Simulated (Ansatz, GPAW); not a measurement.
# A 2-layer slab of V(111): work function by functional and basis

Aim: the work function of both faces of a 2-layer slab of V(111), and its spread over functionals and bases.

Calculated with GPAW 26.7.0 and Ansatz 0.2.0; GPAW, PAW setups; slab in vacuum, in the first sound run; inputs show where later runs differ.

**1. Set-up**

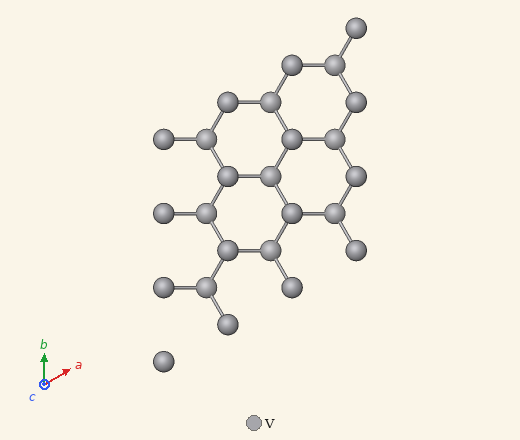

The starting structure, seen from above (vanadium grey). 3×3×1 cells are drawn. Bonds to atoms that aren't drawn are left out. Some periodic images of atoms are drawn too.

The cell holds 2 atoms: 2 V. Cell: a = 4.271 Å, b = 4.271 Å, c = 16.872 Å, α = 90.0°, β = 90.0°, γ = 60.0°. Vacuum lies along c.

**2. Relaxing the atoms**

Forces are removed first; all later runs use this geometry. The lowest 1 atoms are held at bulk positions and keep their forces.

File run.py:

```python
import json
import numpy as np
from ase import Atoms
from ase.constraints import FixAtoms
from ase.optimize import BFGS
from gpaw import GPAW, PW

slab = Atoms(
    ['V', 'V'],
    positions=[
        [4.27092, 2.46582, 8.00000],
        [0.00000, 0.00000, 8.87180]],
    cell=[[4.27092, 0.0, 0.0], [2.13546, 3.69873, 0.0], [0.0, 0.0, 16.8718]],
    pbc=[True, True, False])

slab.calc = GPAW(mode=PW(400), xc='PBE', kpts={'size': (9, 9, 1), 'gamma': True},
                 occupations={'name': 'fermi-dirac', 'width': 0.1}, nbands='160%',
                 convergence={'density': 0.0001}, maxiter=200,
                 poissonsolver={'dipolelayer': 'xy'},
                 symmetry={'tolerance': 1e-3, 'extra_ids': [1, 0]}, txt='slab.txt')
result = {}
slab.set_constraint(FixAtoms([0]))
path = []
opt = BFGS(slab, maxstep=0.2)
opt.attach(lambda: path.append((slab.get_potential_energy(), slab.positions.tolist(), slab.get_forces().tolist())))
result['relaxed'] = bool(opt.run(fmax=0.05, steps=30))
result['path'] = path
energy = slab.get_potential_energy()
fermi = slab.calc.get_fermi_level()
v = slab.calc.get_electrostatic_potential().mean((0, 1)) - fermi
n = slab.calc.get_pseudo_density().mean((0, 1))
L = slab.cell[2, 2]
z = np.arange(len(v)) * L / len(v)
low, high = slab.positions[:, 2].min(), slab.positions[:, 2].max()
below, above = np.interp([low - 5.8, high + 5.8], z, v)
slopes = [np.interp(x, z, np.gradient(v, z)) for x in (low - 5.8, high + 5.8)]
eps = np.array([[slab.calc.get_eigenvalues(k, s) for k in range(len(slab.calc.get_ibz_k_points()))]
                for s in range(slab.calc.get_number_of_spins())]) - fermi
top, bottom = eps[eps < 0].max(), eps[eps > 0].min()
dipole = slab.get_dipole_moment()[2]
print(f'energy {energy:.4f} eV, Fermi level {fermi:.4f} eV, dipole {dipole:.5f} e A')
print(f'potential 5.8 A off the faces, from the Fermi level: lower {below:.4f} eV, upper {above:.4f} eV')
print(f'slope of the potential there: lower {slopes[0]:.5f}, upper {slopes[1]:.5f} eV/A')
print(f'nearest levels on the mesh: {top:.4f} and {bottom:.4f} eV')
print('magnetic moment', round(slab.get_magnetic_moment(), 3))
result.update(energy=energy, fermi=fermi, dipole=dipole, below=below, above=above, slopes=slopes, edges=[top, bottom],
              z=z.tolist(), v=v.tolist(), n=n.tolist(), positions=slab.positions.tolist(),
              forces=slab.get_forces(apply_constraint=False).tolist(), moments=slab.get_magnetic_moments().tolist())
json.dump(result, open('result.json', 'w'))
```

Command:

```console
$ OMP_NUM_THREADS=1 OPENBLAS_NUM_THREADS=1 python run.py
```

Log:

```text
Step          Energy          fmax
BFGS:    0      -10.054964        0.259415
BFGS:    1      -10.055917        0.254934
BFGS:    2      -10.074018        0.095939
BFGS:    3      -10.076466        0.007967
energy -9.9299 eV, Fermi level -2.3754 eV, dipole -0.00007 e A
potential 5.8 A off the faces, from the Fermi level: lower 3.8998 eV, upper 3.8998 eV
slope of the potential there: lower -0.00008, upper 0.00009 eV/A
nearest levels on the mesh: -0.0067 and 0.0041 eV
magnetic moment 0.0
```

Run time: 63 s. Hardware: 1 thread of Intel Xeon Platinum 8488C (Sapphire Rapids), shared host; peak memory 0.2 GiB.

This run has no spin polarisation, although V can carry a moment.

Step by step:

```
step  energy less that of the first step (eV)  largest force (eV/Å)
   1                                   0.0000                0.2594
   2                                  -0.0010                0.2549
   3                                  -0.0135                0.0959
   4                                  -0.0194                0.0080
```

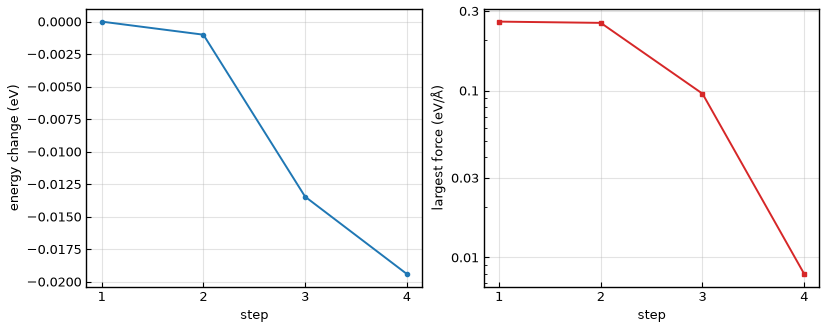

Energy and largest force along the relaxation.

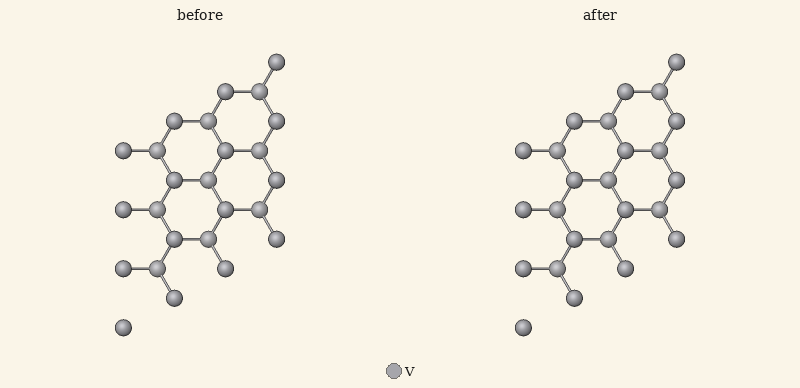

Before and after, at one scale. Bonds to atoms that aren't drawn are left out.

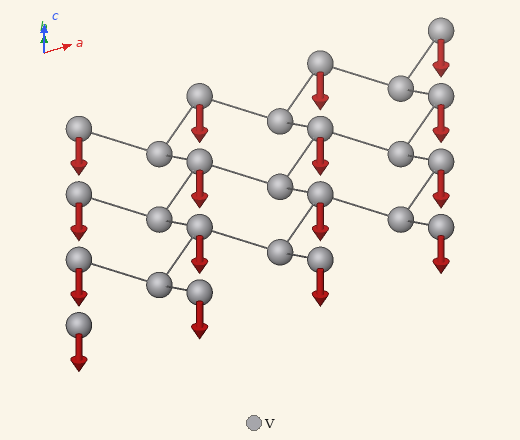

Displacements in the relaxation, exaggerated; the longest in the cell stands for 0.15 Å. Bonds to atoms that aren't drawn are left out. 3×3×1 cells are drawn. Some periodic images of atoms are drawn too.

The atoms that moved most (Å):

```
atom     dx     dy      dz  length
  V2  0.000  0.000  -0.149   0.149
```

Final coordinates:

```cif
data_structure
_symmetry_space_group_name_H-M 'P 1'
_symmetry_Int_Tables_number 1
_cell_length_a 4.2709
_cell_length_b 4.2709
_cell_length_c 16.8718
_cell_angle_alpha 90.000
_cell_angle_beta 90.000
_cell_angle_gamma 60.000
_cell_volume 266.52
loop_
_atom_site_label
_atom_site_type_symbol
_atom_site_fract_x
_atom_site_fract_y
_atom_site_fract_z
_atom_site_occupancy
V1 V 0.66667 0.66667 0.47416 1
V2 V 0.00000 0.00000 0.51700 1
```

This step gave:

```
dipole along the normal                    : -6.66e-5 e·Å
levels nearest the Fermi level on the mesh : -0.006732, 0.004122 eV from the Fermi level
upper work function                        : 3.900 eV
lower work function                        : 3.900 eV
```

The electrostatic potential energy of an electron (without an applied field's), less the Fermi level, planar mean by z:

```
z (Å)  electrostatic potential energy of an electron (without an applied field's), less the Fermi level, planar mean (eV)
    0                                                                                                                3.90
    1                                                                                                                3.90
    2                                                                                                                3.90
    3                                                                                                                3.90
    4                                                                                                                3.90
    5                                                                                                                3.87
    6                                                                                                                3.66
    7                                                                                                                1.72
    8                                                                                                               -9.01
    9                                                                                                               -5.72
   10                                                                                                                2.71
   11                                                                                                                3.77
   12                                                                                                                3.89
   13                                                                                                                3.90
   14                                                                                                                3.90
   15                                                                                                                3.90
   16                                                                                                                3.90
```

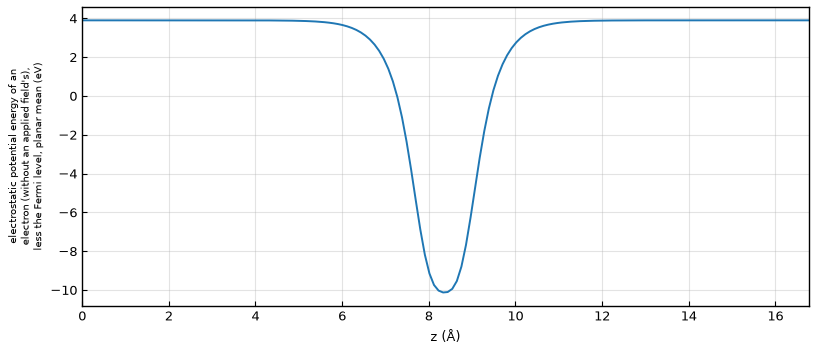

Electrostatic potential energy of an electron (without an applied field's), less the Fermi level, planar mean against z.

The pseudo valence density, planar mean by z:

```
z (Å)  pseudo valence density, planar mean (e/Å³)
    4                                      7.3e-5
    5                                      7.2e-4
    6                                     0.00672
    7                                      0.0615
    8                                        1.07
    9                                       0.674
   10                                      0.0316
   11                                     0.00361
   12                                      3.8e-4
   13                                      4.0e-5
```

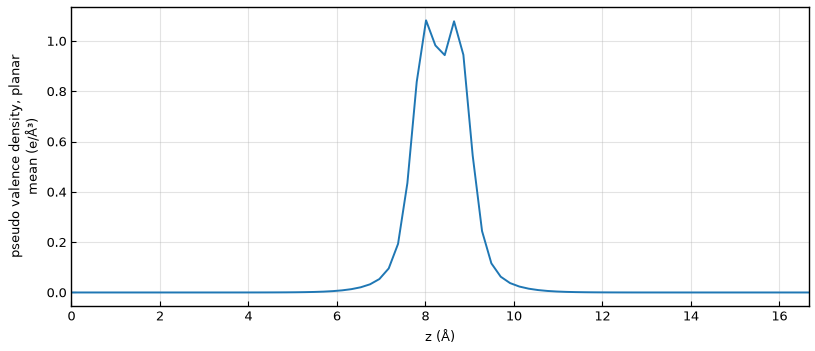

Pseudo valence density, planar mean against z.

The relaxation lowered the energy of the cell by 0.0194 eV (energies extrapolated to zero smearing; the optimiser's log prints free energies). The largest force left on a free atom is 0.0080 eV/Å.

**3. Plane waves, PBE**

The work function is the vacuum plateau of the electrostatic potential less the Fermi level; a dipole layer lets the two faces have plateaus of their own.

run.py, as its differences from that of step 2:

```diff
@@ -3,4 +3,2 @@
 from ase import Atoms
-from ase.constraints import FixAtoms
-from ase.optimize import BFGS
 from gpaw import GPAW, PW
@@ -11,3 +9,3 @@
         [4.27092, 2.46582, 8.00000],
-        [0.00000, 0.00000, 8.87180]],
+        [0.00000, -0.00000, 8.72278]],
     cell=[[4.27092, 0.0, 0.0], [2.13546, 3.69873, 0.0], [0.0, 0.0, 16.8718]],
@@ -17,12 +15,6 @@
                  occupations={'name': 'fermi-dirac', 'width': 0.1}, nbands='160%',
-                 convergence={'density': 0.0001}, maxiter=200,
+                 convergence={'density': 1e-05}, maxiter=200,
                  poissonsolver={'dipolelayer': 'xy'},
-                 symmetry={'tolerance': 1e-3, 'extra_ids': [1, 0]}, txt='slab.txt')
+                 symmetry={'tolerance': 1e-3}, txt='slab.txt')
 result = {}
-slab.set_constraint(FixAtoms([0]))
-path = []
-opt = BFGS(slab, maxstep=0.2)
-opt.attach(lambda: path.append((slab.get_potential_energy(), slab.positions.tolist(), slab.get_forces().tolist())))
-result['relaxed'] = bool(opt.run(fmax=0.05, steps=30))
-result['path'] = path
 energy = slab.get_potential_energy()
```

Log:

```text
energy -9.9299 eV, Fermi level -2.3754 eV, dipole -0.00001 e A
potential 5.8 A off the faces, from the Fermi level: lower 3.8998 eV, upper 3.8999 eV
slope of the potential there: lower -0.00009, upper 0.00010 eV/A
nearest levels on the mesh: -0.0067 and 0.0041 eV
magnetic moment 0.0
```

The job ended after 19 s (1 thread; peak memory 0.2 GiB).

This step gave:

| Quantity | Value |
| --- | --- |
| dipole along the normal | -1.20e-5 e·Å |
| levels nearest the Fermi level on the mesh | -0.006730, 0.004120 eV from the Fermi level |

Electrostatic potential energy of an electron (without an applied field's), less the Fermi level, planar mean against z:

```
z (Å)  electrostatic potential energy of an electron (without an applied field's), less the Fermi level, planar mean (eV)
    0                                                                                                                3.90
    2                                                                                                                3.90
    4                                                                                                                3.90
    6                                                                                                                3.66
    8                                                                                                               -9.01
   10                                                                                                                2.71
   12                                                                                                                3.89
   14                                                                                                                3.90
   16                                                                                                                3.90
```

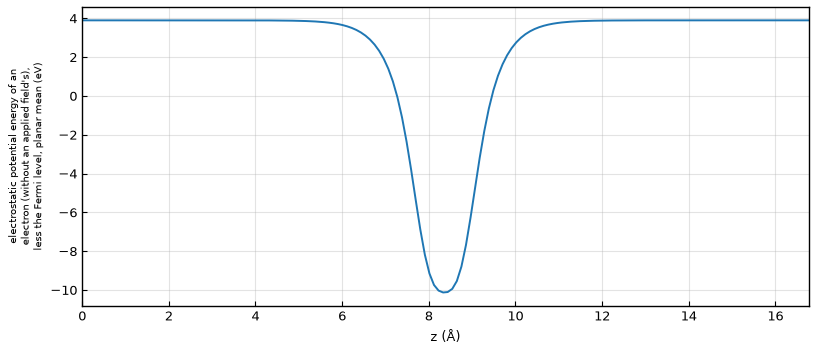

Electrostatic potential energy of an electron (without an applied field's), less the Fermi level, planar mean against z.

Table of pseudo valence density, planar mean by z:

```
z (Å)  pseudo valence density, planar mean (e/Å³)
    4                                      7.3e-5
    6                                     0.00672
    8                                        1.07
   10                                      0.0316
   12                                      3.8e-4
   14                                      4.0e-6
```

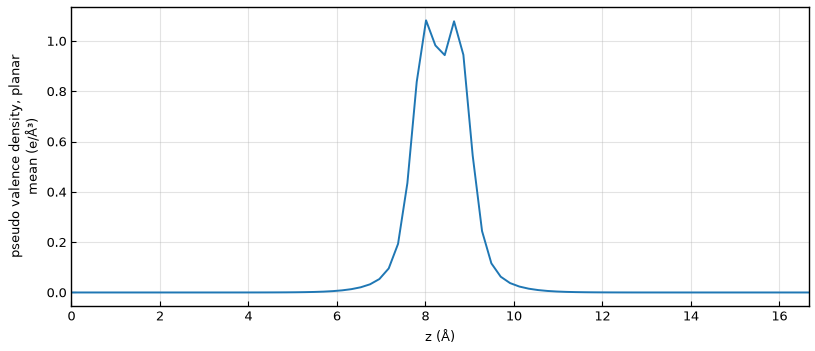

Pseudo valence density, planar mean, plotted against z.

The potential is flat to 9.9e-5 eV/Å where it is read, so the vacuum is wide enough.

**4. Self-consistent run: xc = "LDA"**

The same geometry under LDA, to see how far the functional moves the levels against the vacuum.

run.py, as its differences from that of step 3:

```diff
@@ -13,3 +13,3 @@
 
-slab.calc = GPAW(mode=PW(400), xc='PBE', kpts={'size': (9, 9, 1), 'gamma': True},
+slab.calc = GPAW(mode=PW(400), xc='LDA', kpts={'size': (9, 9, 1), 'gamma': True},
                  occupations={'name': 'fermi-dirac', 'width': 0.1}, nbands='160%',
```

Log:

```text
energy -10.9780 eV, Fermi level -2.6300 eV, dipole -0.00001 e A
potential 5.8 A off the faces, from the Fermi level: lower 4.1463 eV, upper 4.1463 eV
slope of the potential there: lower -0.00007, upper 0.00008 eV/A
nearest levels on the mesh: -0.0060 and 0.0424 eV
magnetic moment 0.0
```

It took 17 s on 1 thread; peak memory 0.19 GiB.

This step gave:

```yaml
dipole_along_the_normal: -1.47e-5 e·Å
levels_nearest_the_fermi_level_on_the_mesh: -0.005975, 0.04240 eV from the Fermi level
upper_work_function: 4.146 eV
lower_work_function: 4.146 eV
```

Electrostatic potential energy of an electron (without an applied field's), less the Fermi level, planar mean against z:

```
z (Å)  electrostatic potential energy of an electron (without an applied field's), less the Fermi level, planar mean (eV)
    0                                                                                                                4.15
    1                                                                                                                4.15
    2                                                                                                                4.15
    3                                                                                                                4.15
    4                                                                                                                4.14
    5                                                                                                                4.12
    6                                                                                                                3.91
    7                                                                                                                1.99
    8                                                                                                               -8.72
    9                                                                                                               -5.44
   10                                                                                                                2.97
   11                                                                                                                4.02
   12                                                                                                                4.13
   13                                                                                                                4.15
   14                                                                                                                4.15
   15                                                                                                                4.15
   16                                                                                                                4.15
```

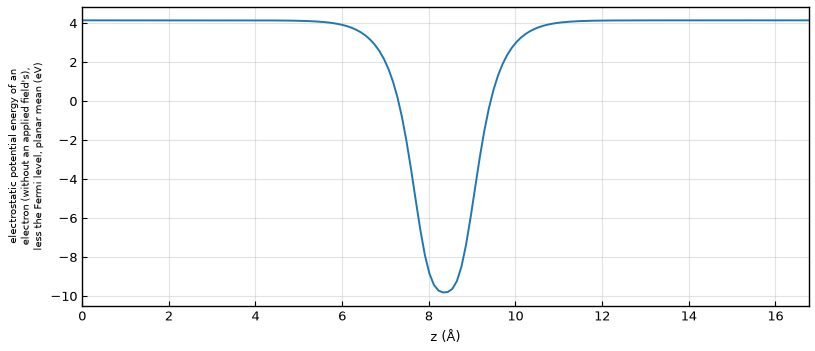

Electrostatic potential energy of an electron (without an applied field's), less the Fermi level, planar mean, plotted against z.

Table of pseudo valence density, planar mean by z:

```
z (Å)  pseudo valence density, planar mean (e/Å³)
    4                                      6.6e-5
    5                                      7.1e-4
    6                                     0.00671
    7                                      0.0614
    8                                        1.07
    9                                       0.674
   10                                      0.0314
   11                                     0.00361
   12                                      3.7e-4
   13                                      3.5e-5
```

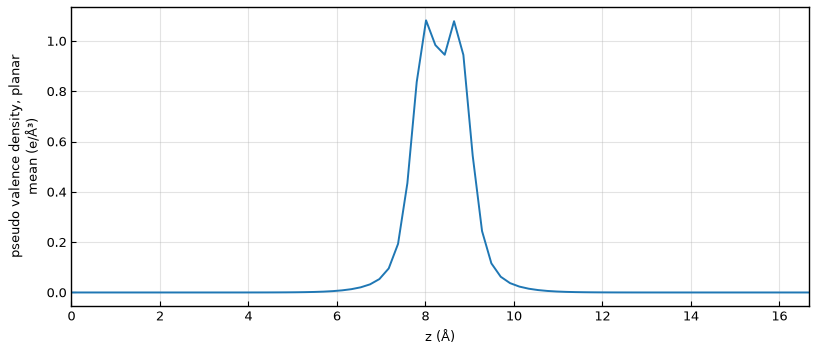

Pseudo valence density, planar mean against z.

Force by atom:

```
atom  x (eV/Å)  y (eV/Å)  z (eV/Å)   size
  V1     0.000     0.000     0.366  0.366
  V2     0.000     0.000    -0.366  0.366
```

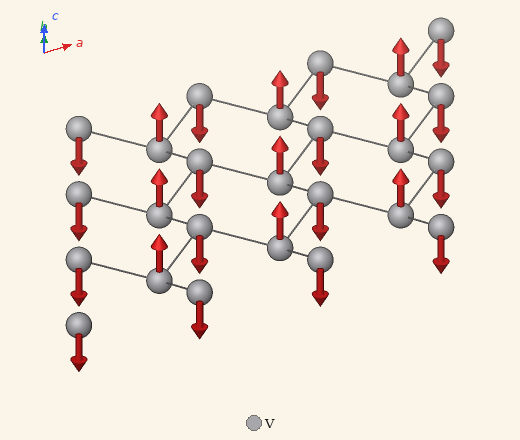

Force as arrows, the longest 0.366 eV/Å. Bonds to atoms that aren't drawn are left out. 3×3×1 cells are drawn. Some periodic images of atoms are drawn too.

The upper face's work function is 4.146 eV, against 3.900 eV in the first plane-wave PBE run at this geometry.

**5. OptPBE vdW: xc = "optPBE-vdW"**

The same geometry under optPBE-vdW, to see how far the functional moves the levels against the vacuum (the van der Waals functionals take revPBE setups).

run.py, as its differences from that of step 4:

```diff
@@ -13,3 +13,3 @@
 
-slab.calc = GPAW(mode=PW(400), xc='LDA', kpts={'size': (9, 9, 1), 'gamma': True},
+slab.calc = GPAW(mode=PW(400), xc='optPBE-vdW', kpts={'size': (9, 9, 1), 'gamma': True},
                  occupations={'name': 'fermi-dirac', 'width': 0.1}, nbands='160%',
```

Log:

```text
energy -26.4068 eV, Fermi level -2.4835 eV, dipole -0.00001 e A
potential 5.8 A off the faces, from the Fermi level: lower 4.0419 eV, upper 4.0420 eV
slope of the potential there: lower -0.00018, upper 0.00019 eV/A
nearest levels on the mesh: -0.0143 and 0.0118 eV
magnetic moment 0.0
```

The job ended after 37 s (1 thread; peak memory 0.37 GiB).

Numbers from this step:

* dipole along the normal: -1.15e-5 e·Å
* levels nearest the Fermi level on the mesh: -0.01426, 0.01180 eV from the Fermi level
* upper work function: 4.042 eV
* lower work function: 4.042 eV

The electrostatic potential energy of an electron (without an applied field's), less the Fermi level, planar mean by z:

```
z (Å)  electrostatic potential energy of an electron (without an applied field's), less the Fermi level, planar mean (eV)
    0                                                                                                                4.04
    2                                                                                                                4.04
    4                                                                                                                4.04
    6                                                                                                                3.75
    8                                                                                                               -8.98
   10                                                                                                                2.75
   12                                                                                                                4.02
   14                                                                                                                4.04
   16                                                                                                                4.04
```

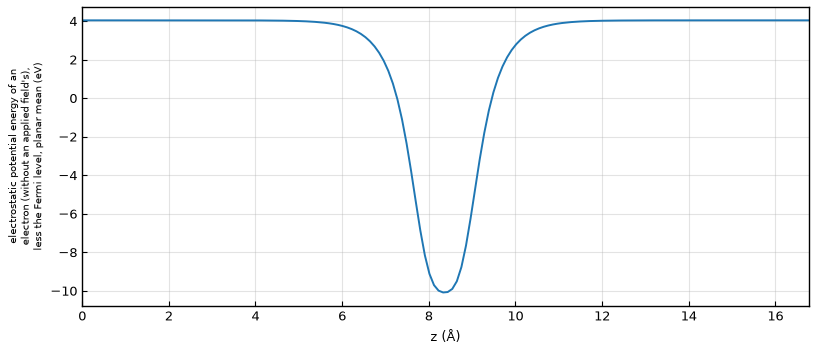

Electrostatic potential energy of an electron (without an applied field's), less the Fermi level, planar mean, plotted against z.

The upper face's work function is 4.042 eV, against 3.900 eV in the first plane-wave PBE run at this geometry.

(Continued in part 2 of 3.)

[Logs are printed without paths, hosts, clocks, repeated set-up lines and the standing remarks that a program may print on its own settings, such as how far it seeks lower states.]

[Hosts, paths, dates, database ids (printed as entryN), source tags and the programs' standing remarks are cut or masked in the printed files.]
